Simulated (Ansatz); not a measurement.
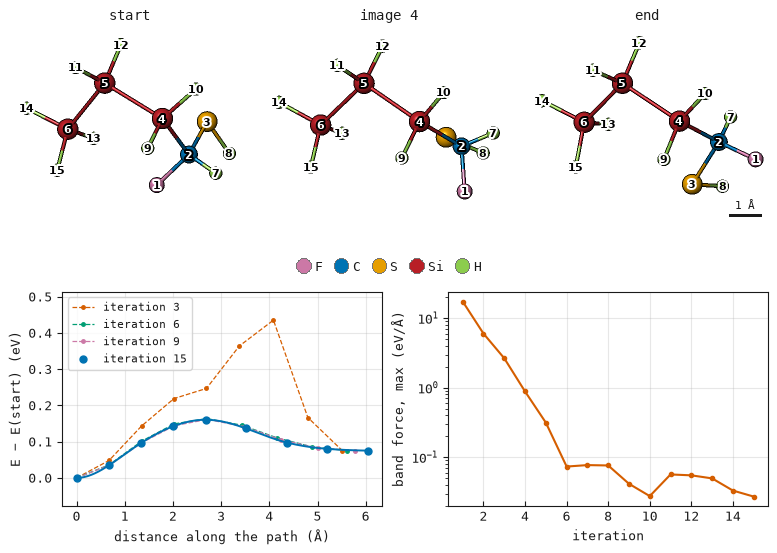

A nudged-elastic-band calculation for CH9FSSi3. Images are numbered from 0 (start) to 8 (end). The plot follows the band through its iterations. The picture is a ball-and-stick view, seen from a free direction.

Theory: Ansatz, RKS PBE-D4/6-31G. Run with 7 movable images; climbing image; force threshold 0.03 eV/Å; iteration limit 39; starting path through a guess of the saddle point.

Question: How did the profile develop, and is the result final?

Answer: The result is final at these settings. The band converged in 15 iterations. The largest component of the band force went from 17 to 0.027 eV/Å. The climbing image converged on the top of the path. Its vibrational analysis gives one imaginary mode (47i cm⁻¹), as a transition state must have. The first iteration put the highest image at 6.535 eV. The highest point, image 4, lies 0.161 eV above the start and 0.085 eV above the end; the end is at +0.075 eV relative to the start.
